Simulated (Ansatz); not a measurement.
Starting cell, BN (wurtzite):

```
BN
1.0
    5.10816     0.00000     0.00000
   -1.27704     2.21190     0.00000
    2.55408     0.00000     4.22393
B N
4 4
Direct
  0.83338   0.33333   0.99992
  0.33338   0.33333   0.99992
  0.91671   0.66667   0.49992
  0.41671   0.66667   0.49992
  0.02069   0.33333   0.62528
  0.52069   0.33333   0.62528
  0.10402   0.66667   0.12528
  0.60402   0.66667   0.12528
```

The atoms are displaced by Q × the pattern below (from a DFPT mode at L = (0.5, 0.0, 0.5), largest move 1; Q in Å), at fixed cell. It is one choice among 2 degenerate patterns. (q is in reciprocal vectors of the primitive cell; the cell shown is doubled to hold the pattern.)

```tsv
atom	x	y	z
B1	0.139	0.080	0.627
B2	-0.139	-0.080	-0.627
B3	0.644	0.372	-0.669
B4	-0.644	-0.372	0.669
N5	0.543	0.314	-0.677
N6	-0.543	-0.314	0.677
N7	0.108	0.062	0.452
N8	-0.108	-0.062	-0.452
```

The numbers are results of PBE (plane waves to 420 eV, PAW, scalar-relativistic; Ansatz, a quantum-chemistry and plane-wave program), not measurements. k mesh 15×15×15 (Γ-centred), Fermi-Dirac smearing 0.05 eV. The energy includes the smearing's −TS. Left out: 2 of 13 points, with atoms too close for the PAW data. BN was relaxed with its symmetry unable to fall. The PAW data are Ansatz's earlier set. ΔE is measured from the undisplaced structure.

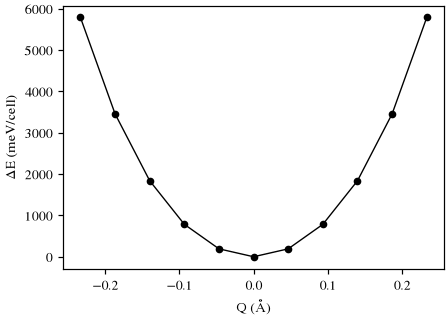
Figure. ΔE (meV/cell) against Q (Å); one marker a computed point.

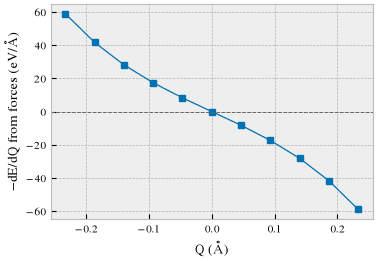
Figure: −dE/dQ from forces (eV/Å) against Q (Å); computed points joined by lines.

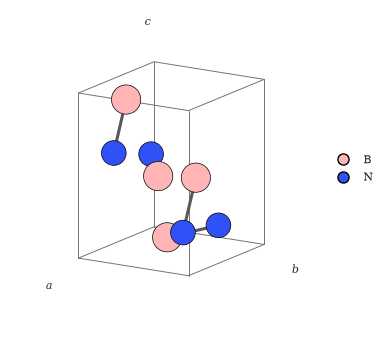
The cell of the calculation at Q = -0.233 Å.

The energy at Q = 0.233 Å comes out as 5789 meV/cell. Space group of the distorted cell: Cm (No. 8), lowered from P6_3mc. Harmonic wavenumber from the curvature (finite differences): 883 cm⁻¹. Symmetry of the curve: even: the same for both signs. Shape of the curve: a single well with its minimum at or next to zero displacement.

E″ = 174.00 eV/Å², M = Σ mᵢ|uᵢ|² = 60.7 u, ν̃ = 521.5·√(|E″|/M).

(A displaced cell: forces are minus the slopes of the energy, force constants its curvatures, and phonons follow from these.)
